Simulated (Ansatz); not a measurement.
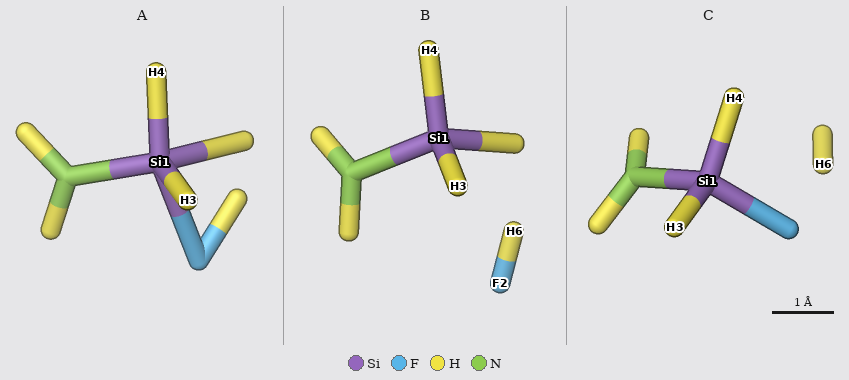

Three geometries of SiNH$_{6}$F: a saddle point and the two minima that it joins, in shuffled order. Style: stick. Shown at a tilt. Sticks join atoms that are closer than about 1.2 times the sum of their covalent radii (a little more with hydrogen).

Stationary points at PBE0-D4/def2-TZVP, single-point energies with CCSD(T)/CBS, SPW92 (LDA), r2SCAN0-D4, RPA@PBE (def2-TZVPP where no basis is named; Ansatz 0.2.0). The energies are electronic, without zero-point or thermal terms, and both ends are the minima reached downhill from the saddle, with any fragments still in contact. CCSD(T)/CBS stands for a frozen-core estimate: MP2 correlation extrapolated from def2-TZVPP and def2-QZVPP, CCSD(T) minus MP2 from the smaller set.

Question: Which frame is the transition state, what reaction does it lead through, and what barrier is to be expected?

Answer: Frame A is the saddle point. Counted by bonded pieces, C holds H₂ + SiH₄NF and B holds HF + SiH₅N. From C over the saddle to B, bonds form: H–Si (4.00 → 1.70 → 1.51 Å), F–H (2.72 → 1.20 → 0.93 Å). Bonds break: F–Si (1.61 → 1.97 → 3.31 Å), H–H (0.75 → 0.97 → 1.70 Å). The saddle has one imaginary mode, 1040i cm⁻¹. With CCSD(T)/CBS the barrier is 59.2 kcal/mol from C and 28.3 kcal/mol from B, and B lies 30.8 kcal/mol above C.

```tsv
level	barrier from C (kcal/mol)	barrier from B (kcal/mol)	B less C (kcal/mol)
CCSD(T)/CBS	59.2	28.3	30.8
SPW92 (LDA)	40.4	14.3	26.1
r2SCAN0-D4	56.0	25.5	30.5
RPA@PBE	58.9	28.8	30.1
```

Against CCSD(T)/CBS, RPA@PBE comes closest on the barrier from C (−0.3 kcal/mol) and SPW92 (LDA) misses most (−18.8 kcal/mol).

Limits of the set-up: the start holds two separate molecules, 2.7 Å apart at their closest, whose relative position is a soft coordinate.
